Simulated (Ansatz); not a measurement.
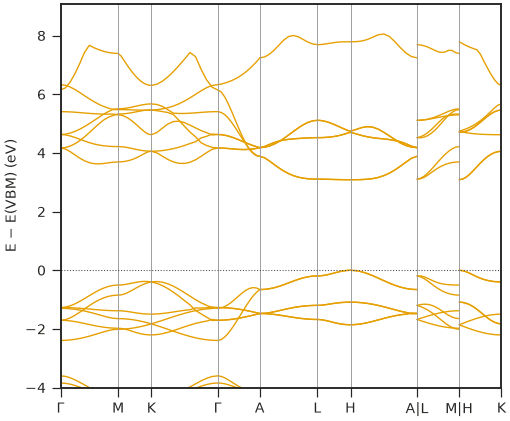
Fig. 1. Band structure from PBE (plane waves, PAW; program Ansatz)

Problem. Read off the gap and where the band edges lie.

Solution. About 3.1 eV (3.09 eV by a search for the band edges); maximum at H, minimum at H.

The material is TlBr in space group P6_3/mmc (No. 194; Tl on 2c, Br on 2d).

A made-up cell: these elements were put on the sites of a structure type; neither database checked (COD, Materials Project) lists it. COD files the formula under space group No. 221, so this cell is another polymorph or a model. Its standing as an ambient phase is unchecked. The cell was relaxed with PBE under the symmetry of its start; its stability against distortions is not shown here. Scalar-relativistic: spin–orbit coupling is off unless named, which matters more the heavier the elements.

Potentials: the later of the program's two PAW sets.
